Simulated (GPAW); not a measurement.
# Na/Ir(110): work function by functional and basis, part 2 of 2

How far do functional and basis move the work function of Na/Ir(110)?

GPAW 26.7.0; GPAW, PAW setups; slab in vacuum, relaxation (the session's first sound run).

So far, upper work function (eV): step 2 (relaxing the atoms) 2.47; step 3 (the slab's potential) 2.46.

## (4) Self-consistent run: xc = "vdW-DF2"

The same geometry under vdW-DF2, to see how far the functional moves the levels against the vacuum (the van der Waals functionals take revPBE setups).

Contents of run.py:

```python
import json
import numpy as np
from ase import Atoms
from gpaw import GPAW, PW

slab = Atoms(
    ['Ir', 'Ir', 'Ir', 'Ir', 'Ir', 'Na'],
    positions=[
        [0.00000, 0.00000, 8.00000],
        [1.92000, 1.35765, 9.35765],
        [0.00000, 0.00000, 10.71529],
        [1.92000, 1.35765, 12.17238],
        [0.00000, 0.00000, 13.38333],
        [1.92000, 1.35765, 15.31251]],
    cell=[[3.84, 0.0, 0.0], [0.0, 2.71529, 0.0], [0.0, 0.0, 23.63543]],
    pbc=[True, True, False])

slab.calc = GPAW(mode=PW(400), xc='vdW-DF2', kpts={'size': (8, 12, 1), 'gamma': True},
                 occupations={'name': 'fermi-dirac', 'width': 0.1}, nbands='160%',
                 convergence={'density': 1e-05}, maxiter=200,
                 poissonsolver={'dipolelayer': 'xy'},
                 symmetry={'tolerance': 1e-3}, txt='slab.txt')
result = {}
energy = slab.get_potential_energy()
fermi = slab.calc.get_fermi_level()
v = slab.calc.get_electrostatic_potential().mean((0, 1)) - fermi
n = slab.calc.get_pseudo_density().mean((0, 1))
L = slab.cell[2, 2]
z = np.arange(len(v)) * L / len(v)
low, high = slab.positions[:, 2].min(), slab.positions[:, 2].max()
below, above = np.interp([low - 5.8, high + 5.8], z, v)
slopes = [np.interp(x, z, np.gradient(v, z)) for x in (low - 5.8, high + 5.8)]
eps = np.array([[slab.calc.get_eigenvalues(k, s) for k in range(len(slab.calc.get_ibz_k_points()))]
                for s in range(slab.calc.get_number_of_spins())]) - fermi
top, bottom = eps[eps < 0].max(), eps[eps > 0].min()
dipole = slab.get_dipole_moment()[2]
print(f'energy {energy:.4f} eV, Fermi level {fermi:.4f} eV, dipole {dipole:.5f} e A')
print(f'potential 5.8 A off the faces, from the Fermi level: lower {below:.4f} eV, upper {above:.4f} eV')
print(f'slope of the potential there: lower {slopes[0]:.5f}, upper {slopes[1]:.5f} eV/A')
print(f'nearest levels on the mesh: {top:.4f} and {bottom:.4f} eV')
print('magnetic moment', round(slab.get_magnetic_moment(), 3))
result.update(energy=energy, fermi=fermi, dipole=dipole, below=below, above=above, slopes=slopes, edges=[top, bottom],
              z=z.tolist(), v=v.tolist(), n=n.tolist(), positions=slab.positions.tolist(),
              forces=slab.get_forces(apply_constraint=False).tolist(), moments=slab.get_magnetic_moments().tolist())
json.dump(result, open('result.json', 'w'))
```

On the command line:

```bash
> OMP_NUM_THREADS=1 OPENBLAS_NUM_THREADS=1 python run.py
```

Log:

```text
energy -839.4731 eV, Fermi level 1.9161 eV, dipole 0.15459 e A
potential 5.8 A off the faces, from the Fermi level: lower 5.4311 eV, upper 2.7484 eV
slope of the potential there: lower -0.00023, upper 0.00176 eV/A
nearest levels on the mesh: -0.0236 and 0.0046 eV
magnetic moment 0.0
```

Elapsed: 6.3 min, on 1 thread of Arm Neoverse V2, shared host; peak memory 0.53 GiB.

This step gave:

```yaml
dipole_along_the_normal: 0.1546 e·Å
levels_nearest_the_fermi_level_on_the_mesh: -0.02363, 0.004577 eV from the Fermi level
upper_work_function: 2.748 eV
lower_work_function: 5.431 eV
```

The electrostatic potential energy of an electron (without an applied field's), less the Fermi level, planar mean oscillates, so the rows of the table below give means over windows of 2.5 Å about each position, cut where the curve ends. Its maxima inside the range that stand out by 2 % of the span (Å: eV): 2.0: 5.43, 8.7: -10.5, 10.0: -11.0, 11.4: -9.22, 12.8: -13.8, 14.6: -0.231. Its minima: 8.0: -17.9, 9.4: -19.2, 10.7: -18.9, 12.2: -19.5, 13.3: -18.7, 15.3: -3.91.

The electrostatic potential energy of an electron (without an applied field's), less the Fermi level, planar mean by z; means over each step:

| z (Å) | electrostatic potential energy of an electron (without an applied field's), less the Fermi level, planar mean (eV) |
| --- | --- |
| 0.0 | 5.23 |
| 2.5 | 5.43 |
| 5.0 | 5.34 |
| 7.5 | -6.15 |
| 10.0 | -15.2 |
| 12.5 | -15.2 |
| 15.0 | -2.57 |
| 17.5 | 2.13 |
| 20.0 | 2.74 |
| 22.5 | 2.81 |

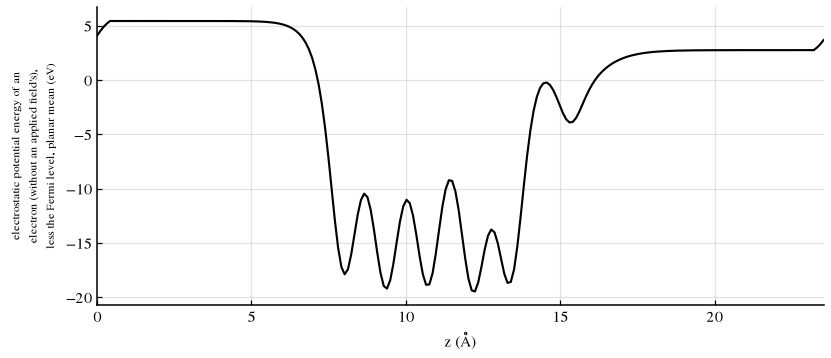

Electrostatic potential energy of an electron (without an applied field's), less the Fermi level, planar mean against z.

The pseudo valence density, planar mean oscillates, so the rows of the table below give means over windows of 2 Å about each position, cut where the curve ends. Its maxima inside the range that stand out by 2 % of the span (Å: e/Å³): 8.0: 1.46, 9.3: 1.47, 10.8: 1.48, 12.2: 1.50, 13.3: 1.46, 15.4: 0.796. Its minima: 8.7: 0.692, 10.1: 0.709, 11.4: 0.612, 12.9: 0.869, 14.6: 0.163.

The pseudo valence density, planar mean by z; means over each step:

| z (Å) | pseudo valence density, planar mean (e/Å³) |
| --- | --- |
| 2 | 0 |
| 4 | 1.8e-4 |
| 6 | 0.0277 |
| 8 | 0.827 |
| 10 | 1.13 |
| 12 | 0.999 |
| 14 | 0.679 |
| 16 | 0.269 |
| 18 | 0.00308 |
| 20 | 1.5e-4 |
| 22 | 5.5e-6 |

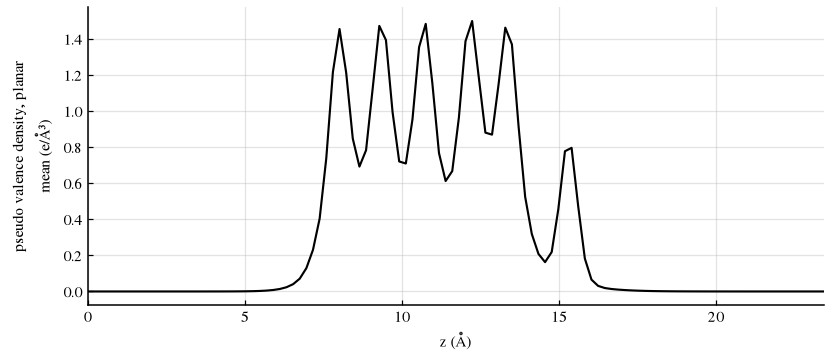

Pseudo valence density, planar mean, plotted against z.

Force by atom:

| atom | x (eV/Å) | y (eV/Å) | z (eV/Å) | size |
| --- | --- | --- | --- | --- |
| Ir1 | 0.00 | 0.00 | -0.26 | 0.26 |
| Ir2 | 0.00 | 0.00 | -1.47 | 1.47 |
| Ir3 | 0.00 | 0.00 | -0.42 | 0.42 |
| Ir4 | 0.00 | 0.00 | 0.32 | 0.32 |
| Ir5 | 0.00 | 0.00 | 1.62 | 1.62 |
| Na6 | 0.00 | 0.00 | 0.22 | 0.22 |

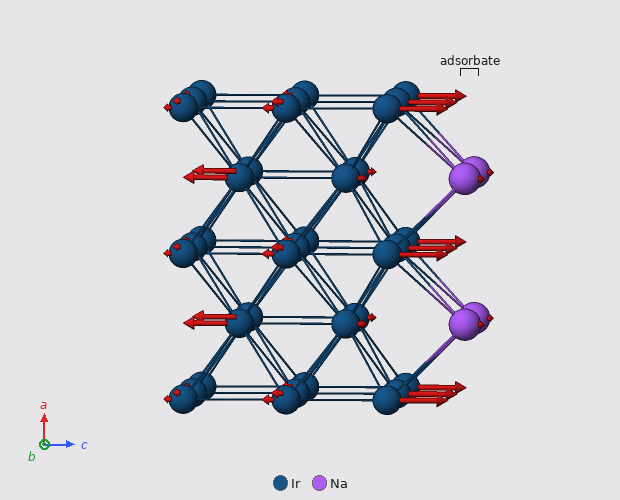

Force as arrows, the longest 1.62 eV/Å. 2×2×1 cells are drawn. Some periodic images of atoms are drawn too.

The upper face's work function is 2.748 eV, against 2.465 eV in the first plane-wave PBE run at this geometry.

## (5) Self-consistent run: xc = "RPBE"

The same geometry under RPBE, to see how far the functional moves the levels against the vacuum.

run.py: that of step 4 with these lines changed.

```diff
@@ -17,3 +17,3 @@
 
-slab.calc = GPAW(mode=PW(400), xc='vdW-DF2', kpts={'size': (8, 12, 1), 'gamma': True},
+slab.calc = GPAW(mode=PW(400), xc='RPBE', kpts={'size': (8, 12, 1), 'gamma': True},
                  occupations={'name': 'fermi-dirac', 'width': 0.1}, nbands='160%',
```

Log:

```text
energy -42.0154 eV, Fermi level 2.1115 eV, dipole 0.14708 e A
potential 5.8 A off the faces, from the Fermi level: lower 4.9394 eV, upper 2.3872 eV
slope of the potential there: lower -0.00016, upper 0.00128 eV/A
nearest levels on the mesh: -0.0008 and 0.0031 eV
magnetic moment 0.0
```

Wall time 5.9 min (1 thread); peak memory 0.38 GiB.

Numbers from this step:

| Quantity | Value |
| --- | --- |
| dipole along the normal | 0.1471 e·Å |
| levels nearest the Fermi level on the mesh | -7.75e-4, 0.003127 eV from the Fermi level |
| upper work function | 2.387 eV |
| lower work function | 4.939 eV |

The electrostatic potential energy of an electron (without an applied field's), less the Fermi level, planar mean oscillates, so the rows of the table below give means over windows of 1 Å about each position, cut where the curve ends. Its maxima inside the range that stand out by 2 % of the span (Å: eV): 2.2: 4.94, 8.7: -10.3, 10.0: -10.8, 11.4: -8.99, 12.8: -13.6, 14.6: -0.167. Its minima: 8.0: -17.7, 9.4: -19.0, 10.7: -18.6, 12.2: -19.2, 13.3: -18.5, 15.3: -3.99.

Table of electrostatic potential energy of an electron (without an applied field's), less the Fermi level, planar mean by z; means over each step:

| z (Å) | electrostatic potential energy of an electron (without an applied field's), less the Fermi level, planar mean (eV) |
| --- | --- |
| 0 | 4.46 |
| 1 | 4.94 |
| 2 | 4.94 |
| 3 | 4.94 |
| 4 | 4.94 |
| 5 | 4.91 |
| 6 | 4.62 |
| 7 | 0.486 |
| 8 | -14.3 |
| 9 | -14.5 |
| 10 | -13.6 |
| 11 | -14.3 |
| 12 | -15.5 |
| 13 | -16.0 |
| 14 | -6.66 |
| 15 | -2.28 |
| 16 | -1.05 |
| 17 | 1.61 |
| 18 | 2.23 |
| 19 | 2.36 |
| 20 | 2.38 |
| 21 | 2.39 |
| 22 | 2.39 |
| 23 | 2.49 |

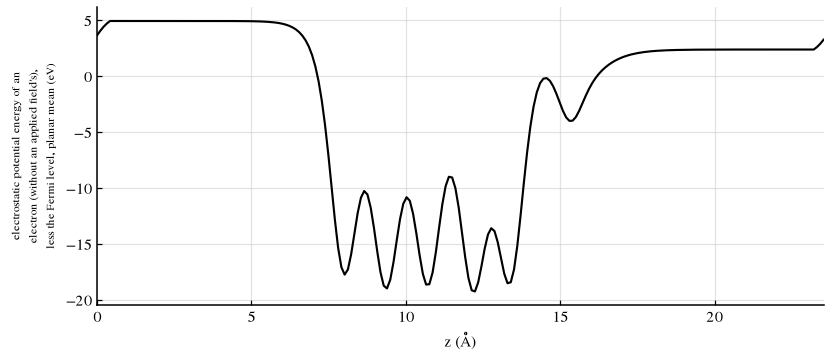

Electrostatic potential energy of an electron (without an applied field's), less the Fermi level, planar mean against z.

The upper face's work function is 2.387 eV, against 2.465 eV in the first plane-wave PBE run at this geometry.

## (6) OptPBE vdW: xc = "optPBE-vdW"

The same geometry under optPBE-vdW, to see how far the functional moves the levels against the vacuum (the van der Waals functionals take revPBE setups).

run.py: that of step 5 with these lines changed.

```diff
@@ -17,3 +17,3 @@
 
-slab.calc = GPAW(mode=PW(400), xc='RPBE', kpts={'size': (8, 12, 1), 'gamma': True},
+slab.calc = GPAW(mode=PW(400), xc='optPBE-vdW', kpts={'size': (8, 12, 1), 'gamma': True},
                  occupations={'name': 'fermi-dirac', 'width': 0.1}, nbands='160%',
```

Log:

```text
energy -131.6065 eV, Fermi level 1.8988 eV, dipole 0.15303 e A
potential 5.8 A off the faces, from the Fermi level: lower 5.2841 eV, upper 2.6284 eV
slope of the potential there: lower -0.00019, upper 0.00192 eV/A
nearest levels on the mesh: -0.0009 and 0.0054 eV
magnetic moment 0.0
```

Elapsed: 6.8 min, on 1 thread; peak memory 0.53 GiB.

This step gave:

```yaml
dipole_along_the_normal: 0.1530 e·Å
levels_nearest_the_fermi_level_on_the_mesh: -8.60e-4, 0.005358 eV from the Fermi level
upper_work_function: 2.628 eV
lower_work_function: 5.284 eV
```

The upper face's work function is 2.628 eV, against 2.465 eV in the first plane-wave PBE run at this geometry.

## (7) Self-consistent run: xc = "LDA"

The same geometry under LDA, to see how far the functional moves the levels against the vacuum.

run.py: that of step 6 with these lines changed.

```diff
@@ -17,3 +17,3 @@
 
-slab.calc = GPAW(mode=PW(400), xc='optPBE-vdW', kpts={'size': (8, 12, 1), 'gamma': True},
+slab.calc = GPAW(mode=PW(400), xc='LDA', kpts={'size': (8, 12, 1), 'gamma': True},
                  occupations={'name': 'fermi-dirac', 'width': 0.1}, nbands='160%',
```

Log:

```text
energy -51.9416 eV, Fermi level 1.7289 eV, dipole 0.16473 e A
potential 5.8 A off the faces, from the Fermi level: lower 5.4488 eV, upper 2.5905 eV
slope of the potential there: lower -0.00015, upper 0.00088 eV/A
nearest levels on the mesh: -0.0013 and 0.0100 eV
magnetic moment 0.0
```

Wall time 5.5 min (1 thread); peak memory 0.38 GiB.

Numbers from this step:

```yaml
dipole_along_the_normal: 0.1647 e·Å
levels_nearest_the_fermi_level_on_the_mesh: -0.001274, 0.009981 eV from the Fermi level
upper_work_function: 2.590 eV
lower_work_function: 5.449 eV
```

The electrostatic potential energy of an electron (without an applied field's), less the Fermi level, planar mean oscillates, so the rows of the table below give means over windows of 1 Å about each position, cut where the curve ends. Its maxima inside the range that stand out by 2 % of the span (Å: eV): 2.4: 5.45, 8.7: -9.84, 10.0: -10.4, 11.4: -8.55, 12.8: -13.2, 14.6: 0.308. Its minima: 8.0: -17.4, 9.4: -18.6, 10.7: -18.2, 12.2: -18.8, 13.3: -18.1, 15.3: -3.58.

Electrostatic potential energy of an electron (without an applied field's), less the Fermi level, planar mean against z; means over each step:

| z (Å) | electrostatic potential energy of an electron (without an applied field's), less the Fermi level, planar mean (eV) |
| --- | --- |
| 0 | 4.91 |
| 1 | 5.45 |
| 2 | 5.45 |
| 3 | 5.45 |
| 4 | 5.45 |
| 5 | 5.43 |
| 6 | 5.14 |
| 7 | 0.956 |
| 8 | -13.9 |
| 9 | -14.1 |
| 10 | -13.2 |
| 11 | -13.9 |
| 12 | -15.1 |
| 13 | -15.6 |
| 14 | -6.23 |
| 15 | -1.83 |
| 16 | -0.685 |
| 17 | 1.87 |
| 18 | 2.45 |
| 19 | 2.57 |
| 20 | 2.59 |
| 21 | 2.59 |
| 22 | 2.59 |
| 23 | 2.71 |

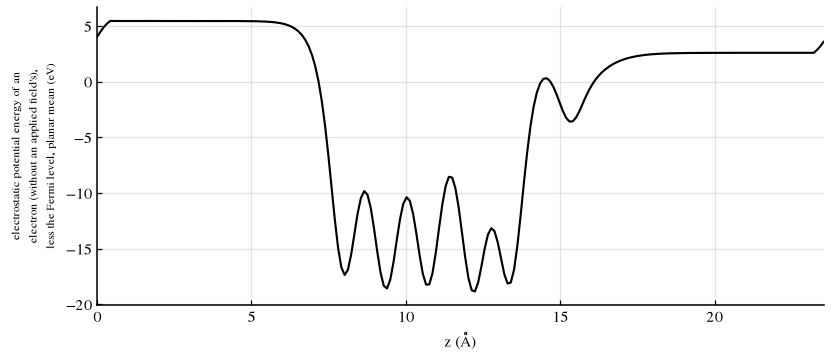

Electrostatic potential energy of an electron (without an applied field's), less the Fermi level, planar mean, plotted against z.

The upper face's work function is 2.590 eV, against 2.465 eV in the first plane-wave PBE run at this geometry.

## (8) Self-consistent run: xc = "revPBE"

The same geometry under revPBE, to see how far the functional moves the levels against the vacuum.

run.py: that of step 7 with these lines changed.

```diff
@@ -17,3 +17,3 @@
 
-slab.calc = GPAW(mode=PW(400), xc='LDA', kpts={'size': (8, 12, 1), 'gamma': True},
+slab.calc = GPAW(mode=PW(400), xc='revPBE', kpts={'size': (8, 12, 1), 'gamma': True},
                  occupations={'name': 'fermi-dirac', 'width': 0.1}, nbands='160%',
```

Log:

```text
energy -42.5689 eV, Fermi level 2.0985 eV, dipole 0.14843 e A
potential 5.8 A off the faces, from the Fermi level: lower 4.9571 eV, upper 2.3815 eV
slope of the potential there: lower -0.00016, upper 0.00122 eV/A
nearest levels on the mesh: -0.0011 and 0.0026 eV
magnetic moment 0.0
```

Wall time 6 min (1 thread); peak memory 0.38 GiB.

This step gave:

```yaml
dipole_along_the_normal: 0.1484 e·Å
levels_nearest_the_fermi_level_on_the_mesh: -0.001051, 0.002626 eV from the Fermi level
upper_work_function: 2.382 eV
lower_work_function: 4.957 eV
```

The upper face's work function is 2.382 eV, against 2.465 eV in the first plane-wave PBE run at this geometry.

## (9) Real-space grid: mode = "fd"

A real-space grid is a second complete basis, so it checks the plane-wave result.

run.py: that of step 8 with these lines changed.

```diff
@@ -3,3 +3,3 @@
 from ase import Atoms
-from gpaw import GPAW, PW
+from gpaw import GPAW
 
@@ -17,3 +17,3 @@
 
-slab.calc = GPAW(mode=PW(400), xc='revPBE', kpts={'size': (8, 12, 1), 'gamma': True},
+slab.calc = GPAW(mode='fd', h=0.18, xc='PBE', kpts={'size': (8, 12, 1), 'gamma': True},
                  occupations={'name': 'fermi-dirac', 'width': 0.1}, nbands='160%',
```

Log:

```text
energy -45.3701 eV, Fermi level -3.7787 eV, dipole 0.15163 e A
potential 5.8 A off the faces, from the Fermi level: lower 5.0945 eV, upper 2.4626 eV
slope of the potential there: lower -0.00003, upper 0.00085 eV/A
nearest levels on the mesh: -0.0013 and 0.0019 eV
magnetic moment 0.0
```

Run time: 32 min. Hardware: 1 thread; peak memory 2.2 GiB.

This step gave:

| Item | Value |
| --- | --- |
| dipole along the normal | 0.1516 e·Å |
| levels nearest the Fermi level on the mesh | -0.001301, 0.001932 eV from the Fermi level |
| upper work function | 2.463 eV |
| lower work function | 5.094 eV |

The upper face's work function is 2.463 eV, against 2.465 eV in the first plane-wave PBE run at this geometry.

## (10) Atomic orbitals: mode = "lcao"

Atom-centred orbitals end a few angstrom from the surface, which tests how much the density's tail matters.

run.py: that of step 9 with these lines changed.

```diff
@@ -17,4 +17,4 @@
 
-slab.calc = GPAW(mode='fd', h=0.18, xc='PBE', kpts={'size': (8, 12, 1), 'gamma': True},
-                 occupations={'name': 'fermi-dirac', 'width': 0.1}, nbands='160%',
+slab.calc = GPAW(mode='lcao', basis='dzp', h=0.18, xc='PBE', kpts={'size': (8, 12, 1), 'gamma': True},
+                 occupations={'name': 'fermi-dirac', 'width': 0.1}, nbands='120%',
                  convergence={'density': 1e-05}, maxiter=200,
```

Log:

```text
energy -43.4580 eV, Fermi level -3.8083 eV, dipole 0.15097 e A
potential 5.8 A off the faces, from the Fermi level: lower 5.1184 eV, upper 2.4982 eV
slope of the potential there: lower -0.00000, upper 0.00039 eV/A
nearest levels on the mesh: -0.0013 and 0.0014 eV
magnetic moment 0.0
```

The job ended after 30 min (1 thread; peak memory 0.54 GiB).

This step gave:

```
dipole along the normal                    : 0.1510 e·Å
levels nearest the Fermi level on the mesh : -0.001250, 0.001440 eV from the Fermi level
upper work function                        : 2.498 eV
lower work function                        : 5.118 eV
```

The upper face's work function is 2.498 eV, against 2.465 eV in the first plane-wave PBE run at this geometry.

## (11) Cost and result by level

Times are for 1 thread of Arm Neoverse V2, shared host. The series side by side:

| no. | run | upper work function (eV) | lower work function (eV) | time | memory (GiB) |
| --- | --- | --- | --- | --- | --- |
| 1 | pw | 2.465 | 5.094 | 5.9 min | 0.38 |
| 2 | vdW DF2 | 2.748 | 5.431 | 6.3 min | 0.53 |
| 3 | RPBE | 2.387 | 4.939 | 5.9 min | 0.38 |
| 4 | optPBE vdW | 2.628 | 5.284 | 6.8 min | 0.53 |
| 5 | LDA | 2.590 | 5.449 | 5.5 min | 0.38 |
| 6 | revPBE | 2.382 | 4.957 | 6 min | 0.38 |
| 7 | fd | 2.463 | 5.094 | 32 min | 2.2 |
| 8 | lcao | 2.498 | 5.118 | 30 min | 0.54 |

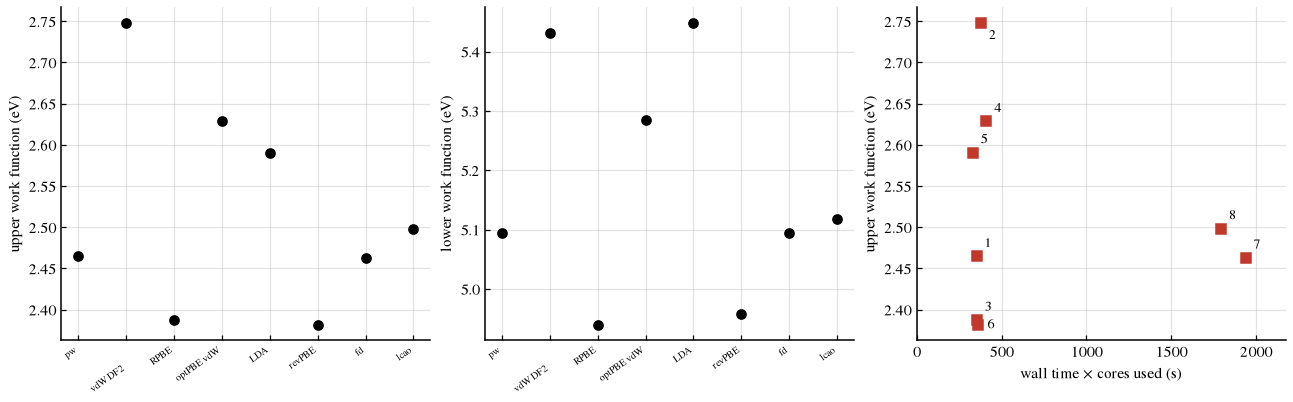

The series as plots; the last panel sets the first result against cost, with the runs numbered as in the table.

## (12) Side by side

Results and costs are gathered.

This step: comparison of work functions, dipole and cost (GPAW 26.7.0).

Ladder, by row:

| step | code | work function, upper (eV) | work function, lower (eV) | dipole (e Å) | wall time (s) | peak memory (GiB) | threads |
| --- | --- | --- | --- | --- | --- | --- | --- |
| pw | GPAW | 2.465 | 5.094 | 0.1516 | 354.6 | 0.38 | 1 |
| vdW-DF2 | GPAW | 2.748 | 5.431 | 0.1546 | 378.6 | 0.53 | 1 |
| RPBE | GPAW | 2.387 | 4.939 | 0.1471 | 355.3 | 0.38 | 1 |
| optPBE-vdW | GPAW | 2.628 | 5.284 | 0.153 | 408.3 | 0.53 | 1 |
| LDA | GPAW | 2.59 | 5.449 | 0.1647 | 332.9 | 0.38 | 1 |
| revPBE | GPAW | 2.382 | 4.957 | 0.1484 | 360.9 | 0.38 | 1 |
| fd | GPAW | 2.463 | 5.094 | 0.1516 | 1940 | 2.2 | 1 |
| lcao | GPAW | 2.498 | 5.118 | 0.151 | 1795 | 0.54 | 1 |

## (13) Outcome

- work function, upper and lower face: 2.465 and 5.094 eV
- dipole along the normal: 0.152 e Å

With plane waves and PBE the work function is 2.46 eV on the upper face and 5.09 eV on the lower. The two faces differ by 2.6 eV, the step that the slab's dipole makes (e p/(ε0 A) gives 2.6 eV), so the dipole layer is needed. Over the sound runs of the table the upper face's work function spans 2.382 (revPBE) to 2.748 eV (vdW-DF2). The cell of 10.4 Å² holds one Na, started on one chosen site; other sites and coverages weren't tried. The in-plane lattice was kept as typed, which isn't the functional's own and leaves some strain; spin-orbit coupling and temperature are left out.

[Logs are printed without paths, hosts, clocks, repeated set-up lines and the standing remarks that a program may print on its own settings, such as how far it seeks lower states.]

[Hosts, paths, dates, database ids (printed as entryN), source tags and the programs' standing remarks are cut or masked in the printed files.]
